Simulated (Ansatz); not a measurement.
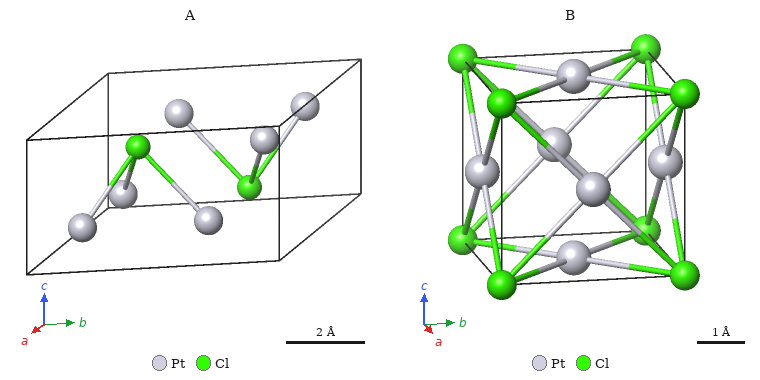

Two structures of Pt3Cl, each relaxed to rest (conventional cells in solid outline, small ones repeated, not to one scale). Method: DFT PBE, scalar-relativistic, plane waves, PAW (Ansatz), without spin polarisation.

> Describe A and B.

A: 8 atoms a cell on a primitive hexagonal lattice, P6_3/mmc. B: Cu₃Au (L1₂) type, Pm-3m.

> Which structure wins energetically, and by what margin?

A is lower, by 151 meV/atom at this level of theory (energies at zero smearing). Volumes: A 17.6, B 16.4 Å³/atom.

One or both may be structure types tried for this composition rather than known phases.
